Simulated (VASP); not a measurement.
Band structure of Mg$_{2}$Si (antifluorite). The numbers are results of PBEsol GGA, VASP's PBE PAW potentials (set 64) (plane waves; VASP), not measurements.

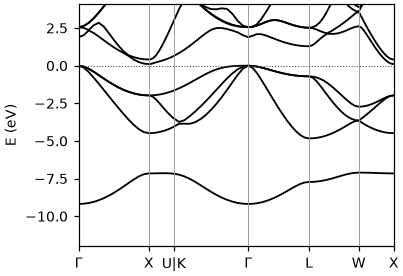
Figure. Bands along high-symmetry lines, zero at the valence-band maximum or, without a gap, the Fermi level

Read the plot: is there a gap, and where are the band edges?

The gap is indirect, 0.10 eV, from the valence maximum at Γ to the conduction minimum at X. (Edges off the drawn lines would not show.)

Measured: gap 0.77 eV (computed value off by -0.67 eV), as given by Byungki Ryu et al., Journal of the Korean Physical Society (2019), arXiv:1905.06140.

The compound is Mg2Si in the antifluorite structure. It was relaxed first.
